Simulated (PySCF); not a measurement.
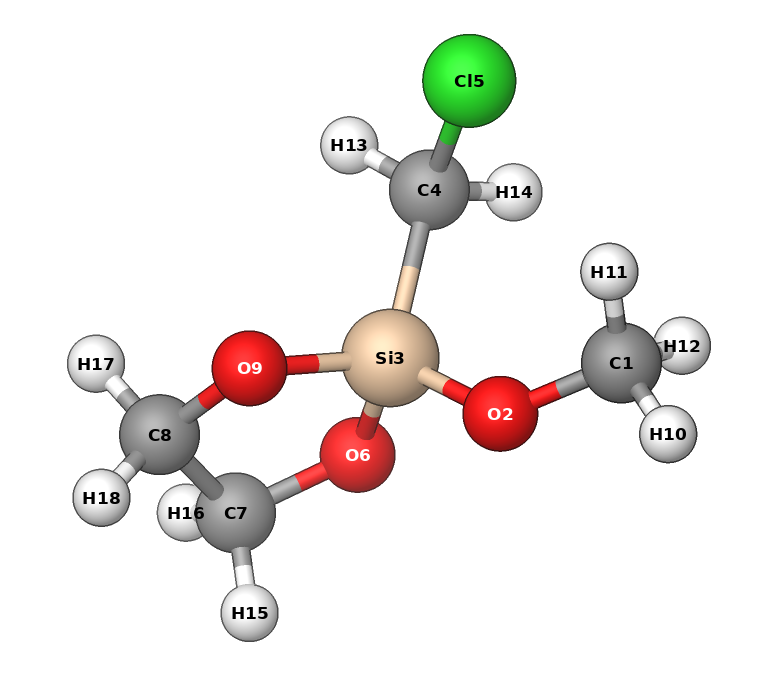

Computed geometry: GFN2-xTB optimisation. No frequency run is at hand to confirm it as a minimum. Electric field gradients from the ground-state density, PBE0/pcSseg-1 (PySCF 2.14.0), non-relativistic apart from any core potentials.

Give the largest field-gradient component, the quadrupole coupling constant and the asymmetry for 17O at O2 (Q = −25.6 mb), 35Cl at Cl5 (Q = −81.7 mb), 17O at O6 (Q = −25.6 mb), 17O at O9 (Q = −25.6 mb), 2H at H10 (Q = 2.86 mb), 2H at H11 (Q = 2.86 mb), 2H at H12 (Q = 2.86 mb), 2H at H13 (Q = 2.86 mb).

```csv
atom,V_zz (a.u.),e²qQ/h (MHz),η
O2,1.703,−10.24,0.34
Cl5,4.056,−77.9,0.02
O6,1.675,−10.07,0.44
O9,1.676,−10.08,0.44
H10,0.303,0.204,0.07
H11,0.295,0.198,0.09
H12,0.300,0.202,0.09
H13,0.310,0.209,0.07
```

The geometry is semi-empirical. Around Si such bond lengths and angles can be off by a tenth of an ångström or more and by several degrees, and values that hang on the shape move with them.
